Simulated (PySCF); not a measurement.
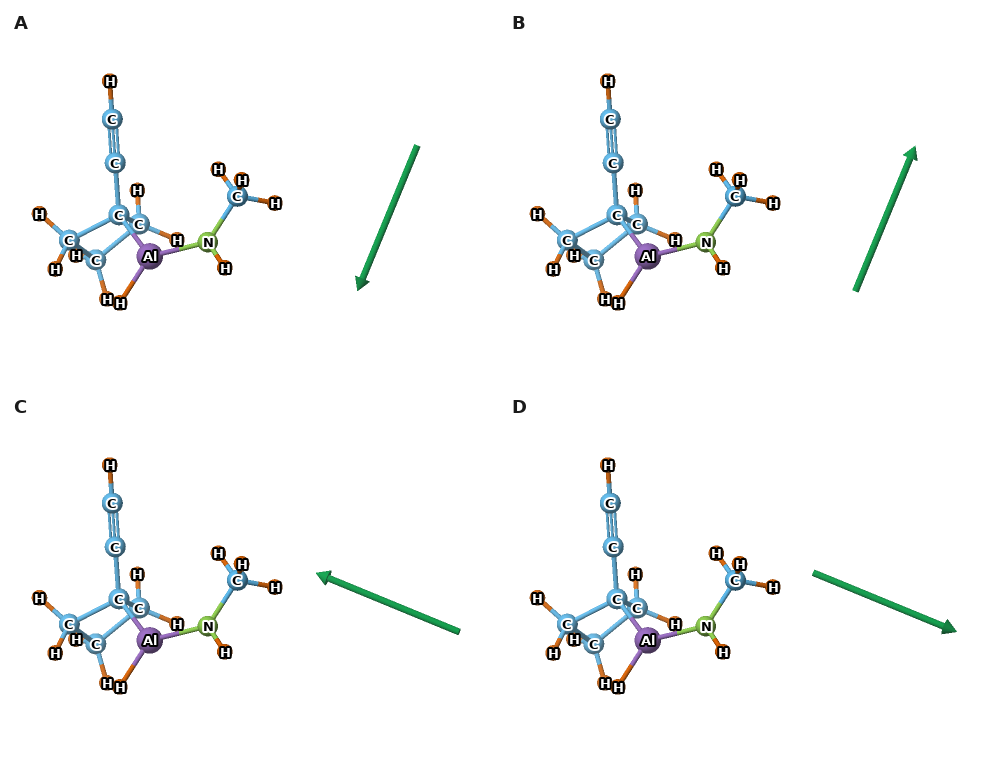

The same molecule four times, each with an arrow. The computed structure is the end point of a GFN2-xTB optimisation. No frequency run is at hand to confirm it as a minimum. Method: PBE0/pcSseg-1, gas phase (PySCF 2.14.0).

### Which arrow points along the dipole moment, from the negative to the positive end?

D. The dipole moment is 1.31 D.

The geometry is semi-empirical. Around Al such bond lengths and angles can be off by a tenth of an ångström or more and by several degrees, and values that hang on the shape move with them.
